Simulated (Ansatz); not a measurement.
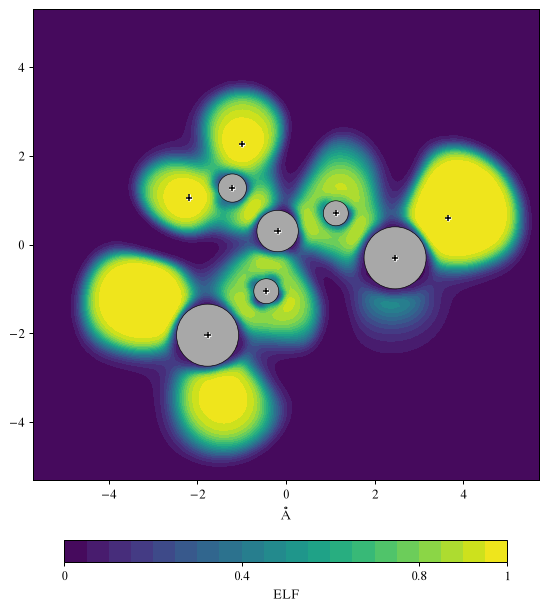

The ELF on a plane through atoms (crosses mark nuclei in the plane; grey discs cover the cores).

All numbers below come from isolated molecule in a Gaussian basis; Kohn-Sham density functional theory, functional PBE0 in Ansatz 0.2.0.

Candidates:
A. C4H4Sn (SMILES C#[C][SnH2][C]#C)
B. C4H13BO
C. BH8NO2Si2 (SMILES NB(O[SiH3])O[SiH3])

> Which system is this?

Candidate C: BH8NO2Si2 on the plane of atoms N2, B1 and O4, which holds B, N, O, Si and H. B–O (1.37 Å): the ELF peaks at about 0.90 between the atoms (a polar covalent bond). B–N (1.41 Å): the ELF peaks at about 0.95 between the atoms: a polar covalent bond.
